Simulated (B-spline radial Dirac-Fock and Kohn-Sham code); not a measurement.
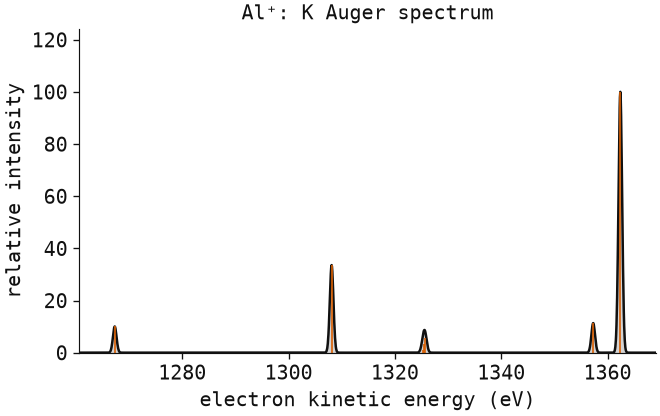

The Auger multiplet of a K hole with both final holes in L123, broadened by 0.80 eV full width. Kinetic energies count from the vacuum level; very weak lines are left out. Lines are named by their largest jj component, which in light atoms can differ from the customary names. System: the ion Al⁺, configuration [Ne] 3s2. Method: Dirac–Fock ΔSCF energies in intermediate coupling of the two holes, Coulomb rates, valence shells as spectators (computed with a B-spline radial atomic code).

**Which line is strongest?**

K-L2L3 J=2 at 1.362 keV, 61 % of the multiplet.

**How wide is the K level from this decay?**

0.366 eV from this multiplet.

**Which of the lines shown has the highest kinetic energy, and why?**

K-L2L3 J=2 at 1.362 keV: its two-hole final state is the least tightly bound of those shown, so the most energy is left to the electron.
